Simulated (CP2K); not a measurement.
# C2H3BClF (SMILES B/C=C(\F)Cl) at PM3

Aim: the vertical electron affinity of C2H3BClF at PM3, from 2 runs. 

Program for the calculation: CP2K 2026.2.

3 further runs of the same task are left out: 2 that didn't finish, 1 set aside as unsound or not needed.

**1. The structure to begin with**

C2H3BClF: 8 atoms, total charge 0, spin state singlet. As SMILES, `B/C=C(\F)Cl`. The shape is that of a GFN2-xTB optimisation.

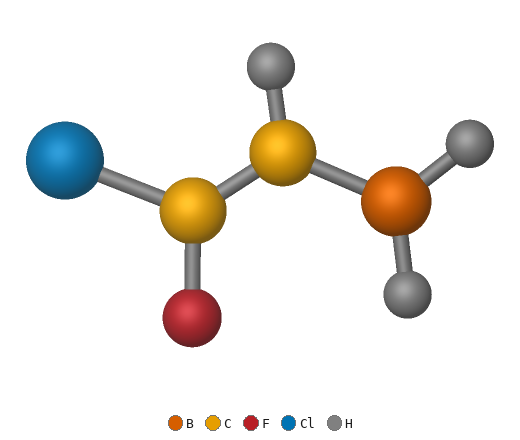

The structure, seen from a chosen angle (boron orange, carbon amber, fluorine red, chlorine blue, hydrogen grey).

**2. A single-point energy at PM3**

Input file calc.inp:

```
&GLOBAL
  PROJECT calc
  RUN_TYPE ENERGY
  PRINT_LEVEL MEDIUM
&END GLOBAL

&FORCE_EVAL
  METHOD Quickstep
  &DFT
    &QS
      METHOD PM3
      EPS_DEFAULT 1.0E-10
      &SE
        &COULOMB
          CUTOFF [angstrom] 50
          RC_RANGE [angstrom] 0
        &END COULOMB
        &EXCHANGE
          CUTOFF [angstrom] 50
          RC_RANGE [angstrom] 0
        &END EXCHANGE
      &END SE
    &END QS
    &POISSON
      PERIODIC NONE
      POISSON_SOLVER ANALYTIC
    &END POISSON
    &SCF
      SCF_GUESS ATOMIC
      EPS_SCF 1.0E-06
      MAX_SCF 150
      ADDED_MOS 8
      &DIAGONALIZATION
        ALGORITHM STANDARD
      &END DIAGONALIZATION
      &MIXING
        METHOD DIRECT_P_MIXING
        ALPHA 0.4
      &END MIXING
    &END SCF
    &PRINT
      &MOMENTS
        PERIODIC F
        REFERENCE COM
        MAX_MOMENT 1
      &END MOMENTS
      &MO ON
        ENERGIES T
        OCCUPATION_NUMBERS T
        NDIGITS 6
        &EACH
          QS_SCF 0
        &END EACH
        ADD_LAST NUMERIC
      &END MO
      &HIRSHFELD OFF
      &END HIRSHFELD
    &END PRINT
  &END DFT
  &SUBSYS
    &CELL
      ABC 14.7 14.9 16.5
      PERIODIC NONE
    &END CELL
    &COORD
      B      0.071030    -0.702410     1.203980
      C      0.422220     0.274570     0.066990
      C     -0.306070     0.422840    -1.039900
      F     -1.423020    -0.259920    -1.278210
      Cl     0.042550     1.494790    -2.335910
      H     -0.885210    -1.365740     1.131550
      H      0.773570    -0.759800     2.133500
      H      1.304930     0.895680     0.117990
    &END COORD
    &TOPOLOGY
      &CENTER_COORDINATES
      &END CENTER_COORDINATES
    &END TOPOLOGY
  &END SUBSYS
&END FORCE_EVAL
```

Launch:

```console
$ OMP_NUM_THREADS=1 cp2k.psmp -i calc.inp -o calc.out
```

Output:

```text
CP2K| version string:                                       CP2K version 2026.2
[...]
 GLOBAL| Method name                                                        CP2K
[...]
 GLOBAL| Run type                                                         ENERGY
[...]
                             - Atoms:                                          8
[...]
                             - Spherical basis functions:                     23
[...]
 Number of electrons:                                                         28
[...]
     1 P_Mix/Diag. 0.40E+00    0.0     0.62552587       -34.9833729557 -3.50E+01
[...]
    19 DIIS/Diag.  0.17E-06    0.0     0.00000030       -40.3111798383 -3.92E-12
  *** SCF run converged in    19 steps ***
  Core-core repulsion energy [eV]:                           1799.46132900699899
  Core Hamiltonian energy [eV]:                             -1740.96318074638521
  Two-electron integral energy [eV]:                        -2310.84227310074721
  Electronic energy [eV]:                                   -2896.38431729675904
  Total energy [eV]:                                        -1096.92298828975981
  Atomic reference energy [eV]:                              1096.06158013843037
  Heat of formation [kcal/mol]:                               -19.86454545038230
[...]
 SE_DIPOLE| Moment [Debye]         -0.88267795      -0.39189256      -0.40045293
 SE_DIPOLE| Derivative [a.u.]       0.00000000       0.00000000       0.00000000
 ENERGY| Total FORCE_EVAL ( QS ) energy [hartree]            -40.311179838267130
[...]
```

It took 1.1 s on 1 thread of Intel Xeon Platinum 8488C (Sapphire Rapids), shared host; peak memory 0.19 GiB.

**3. The doublet anion, same level**

Input file gas.inp:

```
&FORCE_EVAL
  METHOD QUICKSTEP
  &DFT
    CHARGE -1
    MULTIPLICITY 2
    SPIN_POLARIZED T
    &QS
      METHOD PM3
      EPS_DEFAULT 1.0E-10
      &SE
        &COULOMB
          CUTOFF [angstrom] 50
          RC_RANGE [angstrom] 0
        &END COULOMB
        &EXCHANGE
          CUTOFF [angstrom] 50
          RC_RANGE [angstrom] 0
        &END EXCHANGE
      &END SE
    &END QS
    &POISSON
      PERIODIC NONE
      POISSON_SOLVER ANALYTIC
    &END POISSON
    &SCF
      SCF_GUESS ATOMIC
      EPS_SCF 1.0E-06
      MAX_SCF 40
      &OT
        MINIMIZER DIIS
        PRECONDITIONER FULL_SINGLE_INVERSE
      &END OT
      &OUTER_SCF
        EPS_SCF 1.0E-06
        MAX_SCF 10
      &END OUTER_SCF
    &END SCF
    &PRINT
      &MOMENTS
        PERIODIC F
        REFERENCE COM
        MAX_MOMENT 1
      &END MOMENTS
      &MO_CUBES
        NLUMO 1
        NHOMO -1
        WRITE_CUBE F
      &END MO_CUBES
      &HIRSHFELD OFF
      &END HIRSHFELD
    &END PRINT
  &END DFT
  &SUBSYS
    &CELL
      ABC 14.7 14.9 16.5
      PERIODIC NONE
    &END CELL
    &COORD
      B      0.071030    -0.702410     1.203980
      C      0.422220     0.274570     0.066990
      C     -0.306070     0.422840    -1.039900
      F     -1.423020    -0.259920    -1.278210
      Cl     0.042550     1.494790    -2.335910
      H     -0.885210    -1.365740     1.131550
      H      0.773570    -0.759800     2.133500
      H      1.304930     0.895680     0.117990
    &END COORD
    &TOPOLOGY
      &CENTER_COORDINATES
      &END CENTER_COORDINATES
    &END TOPOLOGY
  &END SUBSYS
&END FORCE_EVAL

&GLOBAL
  PROJECT_NAME gas
  RUN_TYPE ENERGY
  PRINT_LEVEL MEDIUM
&END GLOBAL
```

Launch:

```console
$ OMP_NUM_THREADS=1 cp2k.psmp gas.inp > gas.out
```

Output:

```text
CP2K| version string:                                       CP2K version 2026.2
[...]
 GLOBAL| Method name                                                        CP2K
[...]
 GLOBAL| Run type                                                         ENERGY
[...]
                             - Atoms:                                          8
[...]
                             - Spherical basis functions:                     23
[...]
 Number of electrons:                                                         15
[...]
     1 OT DIIS     0.80E-01    0.0     0.16643129       -36.1949176894 -3.62E+01
[...]
     7 OT DIIS     0.80E-01    0.0     0.00000077       -40.3361134908 -1.70E-09
  *** SCF run converged in     7 steps ***
  Core-core repulsion energy [eV]:                           1799.46132900699899
  Core Hamiltonian energy [eV]:                             -1773.24387200983961
  Two-electron integral energy [eV]:                        -2247.63784895559502
  Electronic energy [eV]:                                   -2897.06279648763666
  Total energy [eV]:                                        -1097.60146748063812
  Atomic reference energy [eV]:                              1096.06158013843037
  Heat of formation [kcal/mol]:                               -35.51064852421523
[...]
 SE_DIPOLE| Moment [Debye]          0.27200550      -2.77859273       4.76400546
 SE_DIPOLE| Derivative [a.u.]       0.00000000       0.00000000       0.00000000
 *** WARNING in qs_scf_post_se.F:140 :: Printing of MO cube files not ***
 *** implemented for Semi-Empirical method.                           ***
 ENERGY| Total FORCE_EVAL ( QS ) energy [hartree]            -40.336113490831615
[...]
```

Run time: 3 s. Hardware: 1 thread of Intel Xeon Platinum 8488C (Sapphire Rapids), shared host; peak memory 0.19 GiB.

**4. Results**

At PM3:

```
                                         quantity           value
                   singlet C2H3BClF: total energy    -40.31118 Eh
                  singlet C2H3BClF: dipole moment          1.05 D
                    singlet C2H3BClF: HOMO energy       -10.22 eV
                    singlet C2H3BClF: LUMO energy        -0.32 eV
                  singlet C2H3BClF: HOMO–LUMO gap         9.90 eV
              singlet C2H3BClF: heat of formation  -19.9 kcal/mol
                      doublet anion: total energy    -40.33611 Eh
                 doublet anion: heat of formation  -35.5 kcal/mol
vertical electron affinity (to the doublet anion)        0.678 eV
```

At fixed nuclei the extra electron is bound by 0.68 eV (65.5 kJ/mol). A minimal valence basis can't be trusted even for the sign of an electron affinity.
